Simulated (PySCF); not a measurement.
**C$_{4}$H$_{6}$B$_{2}$F$_{2}$O$_{2}$ (SMILES OB(O)CC#CCB(F)F): density, localisation and related maps**

```xyz
16

O     3.1430    0.9291   -0.2262
B     1.9759    0.3679    0.3214
O     1.4905    1.0465    1.3584
C     1.3308   -1.0674   -0.1265
C    -0.1397   -1.1063    0.1367
C    -1.3283   -0.9180    0.0823
C    -2.8010   -0.7346    0.1750
B    -3.1244    0.4100    1.2385
F    -2.1647    1.0256    1.8386
F    -4.3607    0.7457    1.6155
H     3.5539    1.5446    0.3827
H     0.6511    0.7865    1.6808
H     1.6625   -1.2263   -1.1146
H     1.9612   -1.7853    0.3864
H    -3.2667   -1.7131    0.4547
H    -3.2451   -0.4706   -0.8337
```

Geometry: GFN2-xTB, MD frame at 250 fs, 300 K.

Method: PBE0/pcSseg-1, SCF density, gas phase, non-relativistic (PySCF).

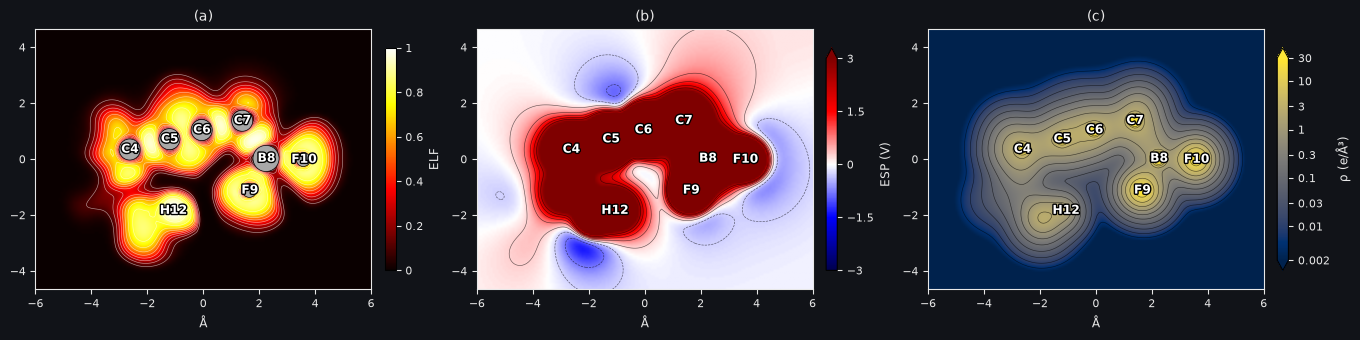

Figure 1. (a) electron localisation function; (b) molecular electrostatic potential; (c) electron density on the plane of atoms C6, C7 and B8. Grey discs cover the atomic cores in the ELF map.

> Read the bonding off the picture.

Atoms in the plane: C, B, F and H.
C–C (1.20 Å): the density is about 2.7 e/Å³ at the midpoint; the ELF peaks at about 0.85 between the atoms (a short, multiple covalent bond).
B–F (1.29 Å): the density is about 2.4 e/Å³ at the midpoint; the ELF peaks at about 0.85 between the atoms; a polar covalent bond.
C–B (1.60 Å): ρ at the midpoint is about 1.4 e/Å³; the ELF peaks at about 1 between the atoms (localised, covalent bonding).
B–F (1.34 Å): ρ at the midpoint is about 2.2 e/Å³; the ELF peaks at about 0.85 between the atoms, as expected for a polar covalent bond.
The ELF also peaks beside O3, F9 and F10, away from the bonds: lone-pair regions.
Outside the dense part of the molecule the potential is most negative (−1.3 V) near O3, which lies off the plane.

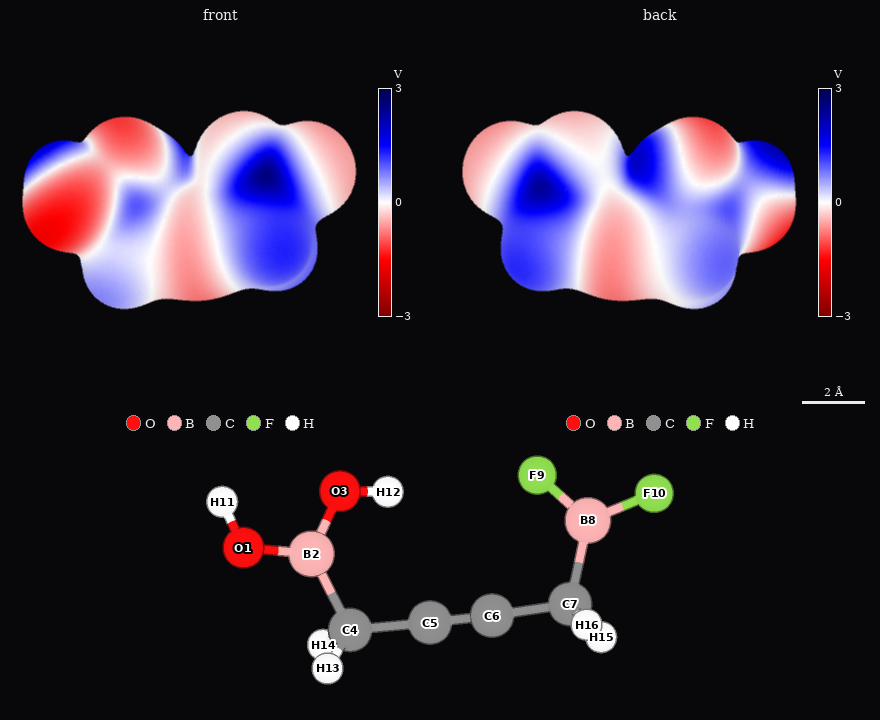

Figure 2. The molecular electrostatic potential painted on the density surface at 0.002 e/bohr³, seen from the front and from behind; red is negative and blue positive. The bare structure is drawn below in the same view.

> Describe the electrostatic potential map.

The most negative region (about −1.5 V) lies over O1, the most positive (about +2.3 V) over B8. O1 is the likeliest acceptor of a hydrogen bond.

> What dipole moment does the calculation give?

Its dipole moment is 1.27 D.
